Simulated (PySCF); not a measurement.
System: C$_{3}$H$_{9}$NO$_{3}$Si.

Input file:

```
{"job": {"kind": "nmr", "xc": "PBE0", "basis": "pcSseg-1"}, "charge": 0, "multiplicity": 1}
C      2.503430     1.220528     0.421783
N      1.217025     0.571014     0.352634
Si     1.002011    -1.123747     0.233614
O     -0.572709    -1.543718     0.306302
C     -1.623561    -1.114234    -0.473821
C     -2.178933     0.229184    -0.043317
O     -1.702320     0.964904     0.775020
O     -3.303022     0.518636    -0.709115
H      3.212422     0.663421    -0.187013
H      2.431659     2.239432     0.036051
H      2.895922     1.264427     1.443464
H      0.500613     1.087737     0.845804
H      1.453858    -1.989663     1.320308
H      1.579096    -1.487344    -1.068599
H     -1.338083    -1.021017    -1.530601
H     -2.435043    -1.849954    -0.407780
H     -3.649363     1.382425    -0.430649
```

Launched as:

```sh
OMP_NUM_THREADS=1 python probes_run.py task.json out
```

Geometry: GFN2-xTB.

These are results of PBE0/pcSseg-1, SCF density, gas phase, non-relativistic in PySCF, not measurements.

### What will maps of the electron density and electron localisation function show?

C–O (1.20 Å): ρ at the midpoint is about 3.4 e/Å³; the ELF peaks at about 0.85 between the atoms: a short, multiple covalent bond.
C–C (1.52 Å): the density is about 1.8 e/Å³ at the midpoint; the ELF peaks at about 0.95 between the atoms; localised, covalent bonding.
O–H (0.97 Å): ρ is about 3.7 e/Å³ halfway; the ELF climbs to about 1 towards the hydrogen, as it does in any bond to H: an ordinary covalent bond to hydrogen.

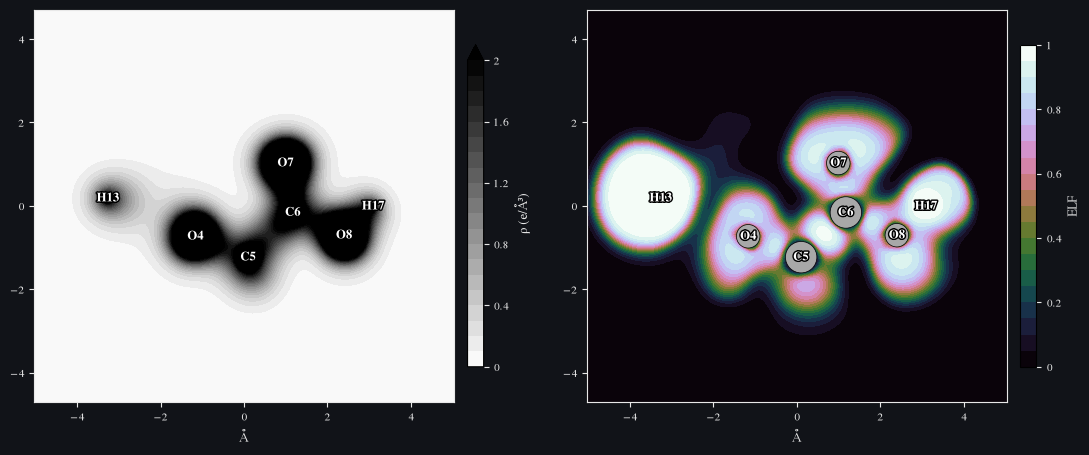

Computed electron density and electron localisation function on the plane of atoms C5, C6 and O8, in this order. Grey discs cover the atomic cores in the ELF map. 
